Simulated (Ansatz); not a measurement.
Pulling on the Ga1–Cl4 bond in ClGaH2 (SMILES [Cl][GaH2]) (multiplicity 1 held, fragments rigid). Energies count from the point at 2.166 Å.
Geometry at that point (charge 0, multiplicity 1):
| atom | x (Å) | y (Å) | z (Å) |
|---|---|---|---|
| Ga | -0.0029 | -0.2319 | -0.6712 |
| H | -1.4091 | -0.3118 | -1.3346 |
| H | 1.3979 | -0.5822 | -1.2533 |
| Cl | 0.0059 | 0.4754 | 1.3761 |

U- levels take the lowest unrestricted solution at each point, which mixes spins at long bonds. Active spaces are followed from a long bond inwards. Curves can end on different states.

Frozen-core correlation. Filled d and f shells under p-block atoms count as core.

Codes used: Ansatz (Gaussian basis) for Hartree–Fock, density functionals and correlated methods. 

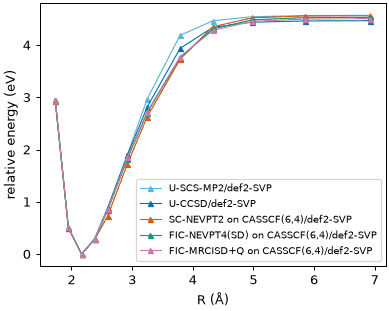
Fig. 1. Relative energy along the coordinate

Doubts at one or more of the structures used: a spin-contaminated determinant (U-SCS-MP2/def2-SVP, U-CCSD/def2-SVP); T1 above 0.05 (U-CCSD/def2-SVP); active orbitals that take no part (SC-NEVPT2 on CASSCF(6,4)/def2-SVP, FIC-NEVPT4(SD) on CASSCF(6,4)/def2-SVP, FIC-MRCISD+Q on CASSCF(6,4)/def2-SVP).

Ansatz is a program for electronic structure.
